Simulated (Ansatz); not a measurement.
Input

```
crystal:
  periodic: [false, false, false]
  atoms:
    - {symbol: B, position_ang: [-1.546246, 2.634430, -0.871626]}
    - {symbol: Ga, position_ang: [-1.432490, 1.140517, 0.551952]}
    - {symbol: H, position_ang: [-2.472425, 3.414304, -0.915562]}
    - {symbol: H, position_ang: [-0.691270, 2.786594, -1.716494]}
    - {symbol: H, position_ang: [-0.729507, 1.358702, 1.947580]}
    - {symbol: H, position_ang: [-2.042735, -0.295227, 0.315532]}
basis:
  gaussian:
    orbitals: def2-TZVPD
hamiltonian:
  xc: {name: PBE0}
output: {forces: true, orbitals: {seedname: orbitals}}
```

Command:

```sh
ansatz run input.yaml --threads 1 --pin off --max-ram 2610MiB --events-out events.jsonl --progress --plain --runs-dir runs
```

Geometry: PBE0-D3(BJ)/def2-SVP.

The calculation used isolated molecule in a Gaussian basis; Kohn-Sham density functional theory, functional PBE0 in Ansatz.

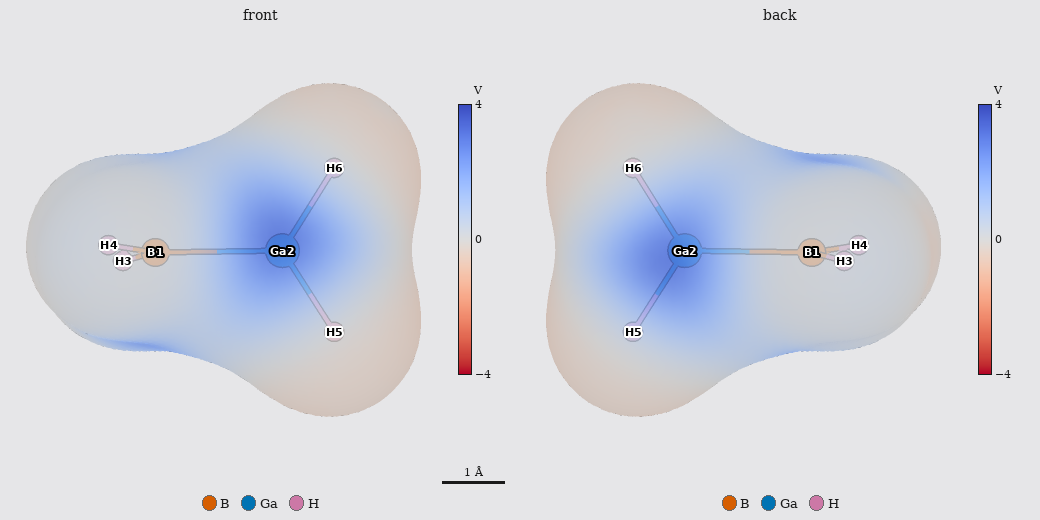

BGaH4. The molecular electrostatic potential painted on the density surface at 0.002 e/bohr³, seen from the front and from behind; red is negative and blue positive.

**Which sites attract a positive test charge, and which a negative one?**

A positive charge is drawn to the negative regions and a negative charge to the positive ones. The most negative region (about −0.4 V) lies over H5 and H6, the most positive (about +2.9 V) over Ga2.
